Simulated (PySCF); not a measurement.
System: CH$_{2}$BN (SMILES BC#N).

Input

```
import pyscf.grad
from pyscf import gto, dft

mol = gto.M(
    atom=[
    ('C', (1.088653, -0.267557, 0.183776)),
    ('B', (0.087544, -1.277912, -0.380277)),
    ('N', (1.850005, 0.500883, 0.612720)),
    ('H', (-0.157089, -1.263653, -1.555292)),
    ('H', (-0.431799, -2.063151, 0.364291)),
],
    charge=0,
    basis='def2-tzvpd',
    spin=0,
    max_memory=3720,
    verbose=3,
)

mf = dft.RKS(mol)
mf.xc = 'pbe0'
mf = mf.density_fit(auxbasis='def2-universal-jkfit')
mf.grids.level = 3
mf.max_cycle = 100
mf.conv_tol = 1e-09
mf.kernel()
if not mf.converged:
    mf = mf.newton().run(mf.mo_coeff, mf.mo_occ)

energy = mf.e_tot
print('E = %.10f Eh' % energy)
grad = mf.Gradients().kernel()
dip = mf.dip_moment()
pop, q = mf.mulliken_pop()
```

Run with:

```sh
OMP_NUM_THREADS=2 python job.py
```

Geometry: B3LYP-D4/def2-SVP.

These are results of Gaussian-basis quantum chemistry of an isolated molecule with PySCF, energy and nuclear gradient, functional PBE0 (PySCF 2.14.0), not measurements.

Q: What can the converged electron density and electron localisation function tell about the bonding?

A: C–N (1.16 Å): ρ is about 3.6 e/Å³ halfway; the ELF peaks at about 0.85 between the atoms (a multiple bond).
C–B (1.53 Å): the density is about 1.5 e/Å³ at the midpoint; the ELF peaks at about 0.95 between the atoms (localised, covalent bonding).
B–H (1.20 Å): ρ at the midpoint is about 1.3 e/Å³; the ELF climbs to about 1 towards the hydrogen, as it does in any bond to H; a covalent bond by its length.

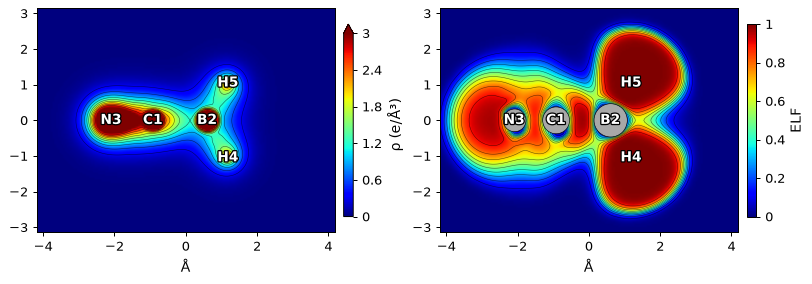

Computed electron density and electron localisation function on the molecular plane, in this order. Grey discs cover the atomic cores in the ELF map. 
